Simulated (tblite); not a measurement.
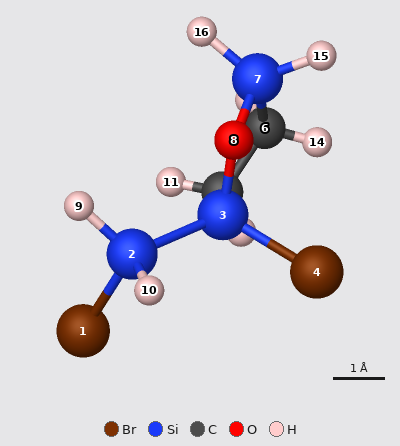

Figure 1. The input geometry (ball-and-stick view, seen at a tilt; atoms are numbered from 1 in the order of the input).

Frequency calculation, with input and output: C₂H₈Br₂OSi₃

- system: C₂H₈Br₂OSi₃
- method: GFN2-xTB harmonic vibrations, gas phase (tblite 0.8.0)

It belongs to a series of runs on one base structure; here: SiH2 inserted into a Br-Si bond.

Input
```
{"job": {"kind": "ir", "xc": "GFN2-xTB", "basis": "xTB"}, "charge": 0, "multiplicity": 1}
Br     3.858202     1.053529    -0.707828
Si     2.719791    -0.304735     0.633030
Si     0.541820     0.391887     0.598711
Br     0.074848     1.891791     2.186623
C     -0.413582     0.885937    -0.978189
C     -1.829502     0.312127    -0.808410
Si    -1.722719    -1.260722     0.266196
O     -0.279064    -0.961881     0.995490
H      2.985892    -1.637277     0.102095
H      3.373611    -0.151232     1.928827
H      0.065946     0.429040    -1.847265
H     -0.441071     1.959640    -1.170244
H     -2.298144     0.151881    -1.778999
H     -2.448671     1.047765    -0.288404
H     -2.701936    -1.309674     1.338005
H     -1.493019    -2.489134    -0.481048
```

The first line tells a small driver script what to run in tblite; the rest is the geometry in Å.

Hardware: 1 CPU thread, shared host.

Command:
```bash
OMP_NUM_THREADS=1 python <driver script> task.json out
```

The program's output
```
mode    cm-1     km/mol
  1      12.5      4.94
  2      47.7      2.84
  3      56.8      4.24
  4      77.6      2.21
  5      88.9      8.83
  6     127.0      1.07
  7     167.3      3.17
  8     198.3     29.58
  9     279.1     47.19
 10     367.7     32.84
 11     382.1     17.60
 12     415.5     23.84
 13     423.8     14.66
 14     479.3     32.98
 15     554.5    114.17
 16     581.2     16.66
 17     591.3     35.73
 18     646.7    179.99
 19     681.7    144.47
 20     692.4    481.59
 21     714.7     42.97
 22     753.2    150.40
 23     757.5     91.62
 24     775.8    394.65
 25     787.4    243.37
 26     812.9     40.40
 27     926.5    384.25
 28    1031.1      5.42
 29    1056.6     41.10
 30    1128.5      9.55
 31    1259.3      1.90
 32    1270.8      1.50
 33    1471.8      1.93
 34    1488.4      7.49
 35    2284.0    259.10
 36    2294.8    136.01
 37    2330.5    395.27
 38    2362.9    247.32
 39    2947.0      5.07
 40    2958.5     63.48
 41    2976.5     25.34
 42    2994.0     20.85
```

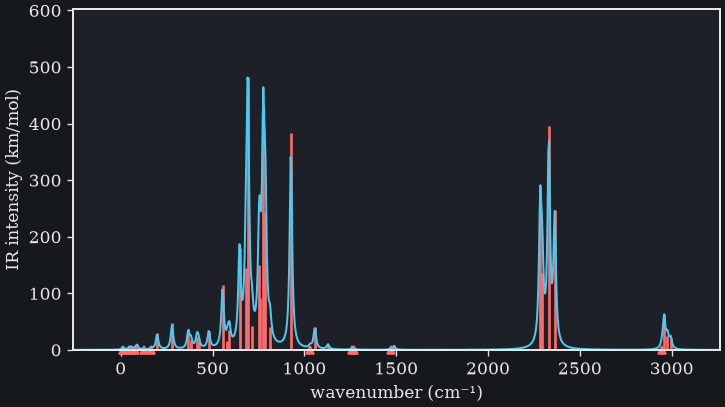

Figure 2. Harmonic infrared spectrum, unscaled: sticks (degenerate modes added up, dark ones marked on the axis) with a Lorentzian envelope of 16 cm⁻¹ full width, scaled to the tallest stick. 42 modes from 12 to 2994 cm⁻¹, none imaginary. The strongest line is at 692 cm⁻¹ (482 km/mol).

Key numbers

```tsv
quantity	value
outcome	converged
total energy	−706.7991 eV
zero-point energy	60.4050 kcal/mol
wall time	1.9 s
peak memory	0.18 GiB
```
